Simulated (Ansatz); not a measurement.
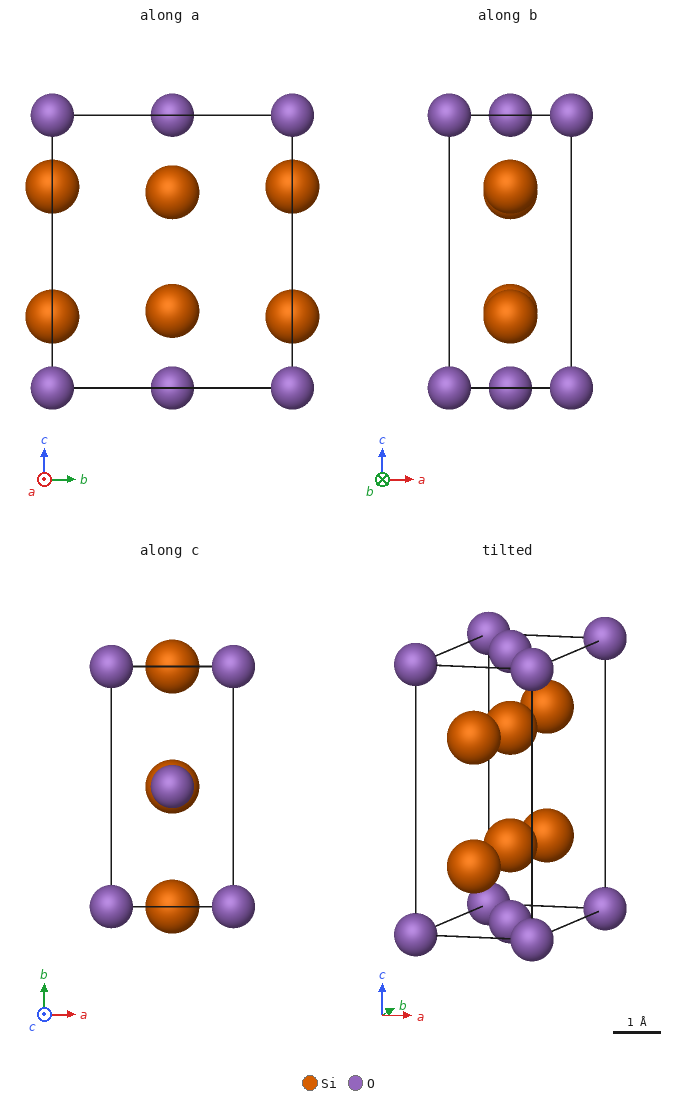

Drawn in the spheres-only manner and seen along the a axis, along the b axis, along the c axis and slightly off an axis. The frame is the conventional unit cell; atoms at its boundary are shown with their periodic copies.

Lattice parameters: a = 2.626 Å, b = 5.162 Å, c = 5.866 Å, α = 90.00°, β = 90.00°, γ = 90.00°. Put a along x and b in the xy plane.

Q: Convert the drawing into a POSCAR file, with free fractional coordinates to two decimals.

A:
```
Si O
1.0
     2.626    0.000    0.000
     0.000    5.162    0.000
     0.000    0.000    5.866
Si O
4 2
Direct
  0.50 0.00 0.74
  0.50 0.00 0.26
  0.50 0.50 0.72
  0.50 0.50 0.28
  0.00 0.00 0.00
  0.50 0.50 0.00
```

It goes back to a random cell made by a generator, so it need not be a real form of the compound. A relaxation with DFT PBE, scalar-relativistic, plane waves, PAW in Ansatz gave the geometry drawn.
